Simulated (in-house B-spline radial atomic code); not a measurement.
# In: a test of the spline order

How far can the spline order be changed before the In run goes wrong?

The numbers are computed with in-house B-spline radial atomic code version 1 (Dirac-Coulomb BLYP, spherical fractional occupations, Fermi nucleus, basis-set limit), except any that are marked as measured or tabulated.

### 1 Starting point

- element: indium (Z = 49)
- charge: 0
- electrons: 49
- configuration: [Kr] 4d10 5s2 5p1
- Hamiltonian: Dirac-Coulomb
- nucleus: Fermi, rms radius 4.616 fm

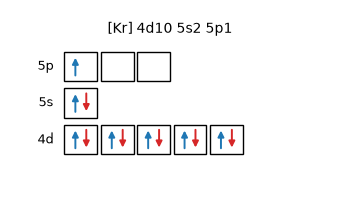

The shells outside the core, filled by Hund's rule for the drawing.

The boxes only draw the filling; these runs are spin-restricted and spherical.

A run counts as converged when the orbital gradient is under the tolerance times 49 hartree (or under the basis's noise floor) and the energy moved by less than 1e-8 hartree times the root of its size. Energy differences under 2e-05 hartree are noise.

### 2 Reference run with standard settings

Settings of the run:

```ini
Z = 49
electrons = 49.0
configuration = [Kr] 4d10 5s2 5p1
hamiltonian = dirac
method = b88,lyp
spin_polarised = False
nucleus = fermi
rms_radius = 4.6156
mass_number = 115
atomic_mass = 114.903878772
speed_of_light = 137.035999084
knot_spacing = 0.22
spline_order = 8
gauss_points = 12
box_radius = 50
max_iterations = 70
damping = 0.5
damped_steps = 3
diis_vectors = 10
tolerance = 1e-08
start = Thomas-Fermi
```

On the command line:

```bash
$ python run_scf.py task.json out
```

One command runs all members of the session, one after another, from task.json.

### 3 Spline order 3

Settings: those of step 2 with these lines changed.

```diff
@@ -12,3 +12,3 @@
 knot_spacing = 0.22
-spline_order = 8
+spline_order = 3
 gauss_points = 12
```

### 4 Spline order 4

Settings: those of step 3 with these lines changed.

```diff
@@ -12,3 +12,3 @@
 knot_spacing = 0.22
-spline_order = 3
+spline_order = 4
 gauss_points = 12
```

### 5 Spline order 5

Settings: those of step 4 with these lines changed.

```diff
@@ -12,3 +12,3 @@
 knot_spacing = 0.22
-spline_order = 4
+spline_order = 5
 gauss_points = 12
```

### 6 Spline order 6

Settings: those of step 5 with these lines changed.

```diff
@@ -12,3 +12,3 @@
 knot_spacing = 0.22
-spline_order = 5
+spline_order = 6
 gauss_points = 12
```

### 7 Spline order 7

Settings: those of step 6 with these lines changed.

```diff
@@ -12,3 +12,3 @@
 knot_spacing = 0.22
-spline_order = 6
+spline_order = 7
 gauss_points = 12
```

### 8 Spline order 10

Settings: those of step 7 with these lines changed.

```diff
@@ -12,3 +12,3 @@
 knot_spacing = 0.22
-spline_order = 7
+spline_order = 10
 gauss_points = 12
```

Which of these runs converge to the reference energy, which miss it and by about how much, and which fail?

As calculated:

| run | outcome | iterations | energy less the reference (hartree) |
| --- | --- | --- | --- |
| reference | converged | 10 | 0 |
| spline order 3 | converged | 10 | +0.172 |
| spline order 4 | converged | 10 | +0.00306 |
| spline order 5 | converged | 10 | +0.000105 |
| spline order 6 | converged | 10 | below noise |
| spline order 7 | converged | 10 | below noise |
| spline order 10 | converged | 10 | below noise |

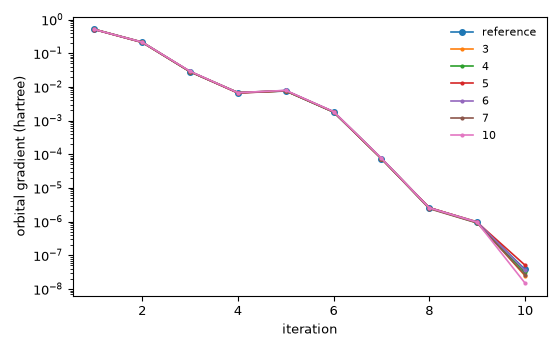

Orbital gradient by iteration, labelled by the spline order.

Of 6 changed inputs, 3 gave the reference energy within 2e-05 hartree and 3 converged to another value. The worst converged miss is +0.172 hartree (spline order 3): splines of so low an order are too stiff.
